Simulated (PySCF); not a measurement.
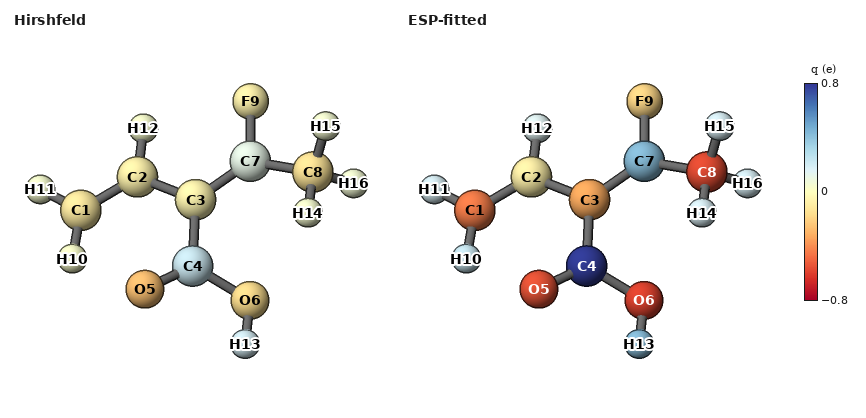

Atomic charges of one calculation by 2 schemes, on one colour scale. Computed geometry: GFN2-xTB optimisation. No frequency run is at hand to confirm it as a minimum. Computed with PBE0/pcSseg-1 (PySCF 2.14.0).

Which scheme gives the most polar picture (largest mean size of the charges)?

The ESP-fitted charges are the largest in size here.

On which atom do the schemes disagree most?

On C4 (from 0.21 to 0.78 e).

List the charges (e), one line for each set of equivalent atoms.

```csv
atom,Hirshfeld,ESP-fitted
C1,−0.10,−0.43
C2,−0.06,−0.07
C3,−0.05,−0.32
C4,0.21,0.78
O5,−0.25,−0.54
O6,−0.16,−0.59
C7,0.12,0.42
C8,−0.13,−0.56
F9,−0.06,−0.18
H10,0.04,0.22
H11,0.05,0.18
H12,0.04,0.15
H13,0.19,0.42
H14,0.05,0.17
H15,0.06,0.18
H16,0.06,0.18
```
